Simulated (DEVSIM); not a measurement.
Device: abrupt Ge p-n junction, at 250 K.

```
layer (left to right)  material  thickness (μm)  Nd (cm⁻³)  Na (cm⁻³)   τn (s)   τp (s)
---------------------  --------  --------------  ---------  ---------  -------  -------
1                            Ge            2.00          -     1.6e15  0.00038  0.00038
2                            Ge             220     3.4e17          -  0.00038  0.00038
```

Left contact: ohmic. Right contact: ohmic. Voltage is applied to the left contact. Recombination: SRH at mid-gap. Mobility is μmin + (μ − μmin)/(1 + (N/Nref)^α).

Constants are typed, rounded textbook-type inputs, not results; the design itself was drawn at random and stands for no fabricated device. Values at 300 K; Nc and Nv go as T^1.5, mobilities as T to minus their exponent, the gap by Varshni's rule with the affinity fixed.

```csv
parameter,Ge
gap (eV),0.664
affinity (eV),4
permittivity,16
Nc (cm⁻³),1.04e19
Nv (cm⁻³),6e18
μn (cm²/Vs),3900
μp (cm²/Vs),1900
"μn,min",150
"μp,min",100
"Nref,n",2.6e17
"Nref,p",4e17
αn,0.56
αp,0.6
T exponent of μn,1.66
T exponent of μp,2.33
Varshni α (eV/K),0.000477
Varshni β (K),235
```

Model (solved in DEVSIM): 1D drift-diffusion, Boltzmann statistics, complete ionisation; no tunnelling, impact ionisation, image-force lowering or self-heating.

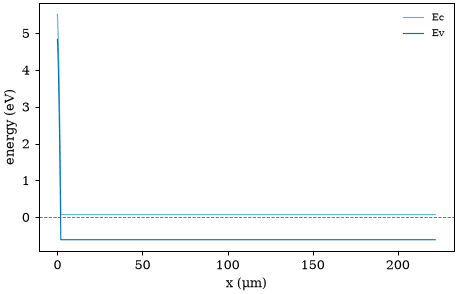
Band edges at -5.0 V on the left contact

Energies count from the Fermi level of the right contact; mesh points crowd at the junctions.

```csv
x (μm),Ec (eV),Ev (eV),n (cm⁻³),p (cm⁻³),field (V/cm)
0.000,5.511,4.829,3.9e8,1.6e15,-9300
0.04470,5.469,4.786,3.7e8,2.2e14,-9700
0.1706,5.333,4.650,3.0e8,4.0e11,-12000
0.5475,4.753,4.070,1.9e8,2900,-19000
1.544,1.983,1.300,1.0e8,450,-37000
1.861,0.726,0.043,8.6e7,110,-43000
1.966,0.266,-0.417,3.5e13,< 1e2,-44000
2.017,0.074,-0.608,2.5e17,< 1e2,-8500
2.094,0.068,-0.615,3.4e17,690,≈ 0
2.317,0.068,-0.615,3.4e17,2600,≈ 0
2.961,0.068,-0.615,3.4e17,8000,≈ 0
6.084,0.068,-0.615,3.4e17,34000,≈ 0
13.85,0.068,-0.615,3.4e17,99000,≈ 0
36.28,0.068,-0.615,3.4e17,290000,≈ 0
135.9,0.068,-0.615,3.4e17,1100000,≈ 0
193.4,0.068,-0.615,3.4e17,1600000,≈ 0
212.1,0.068,-0.615,3.4e17,1700000,≈ 0
218.6,0.068,-0.615,3.4e17,1800000,≈ 0
221.2,0.068,-0.615,3.4e17,1800000,≈ 0
221.7,0.068,-0.615,3.4e17,1800000,≈ 0
221.9,0.068,-0.615,3.4e17,1800000,≈ 0
222.0,0.068,-0.615,3.4e17,1800000,≈ 0
```
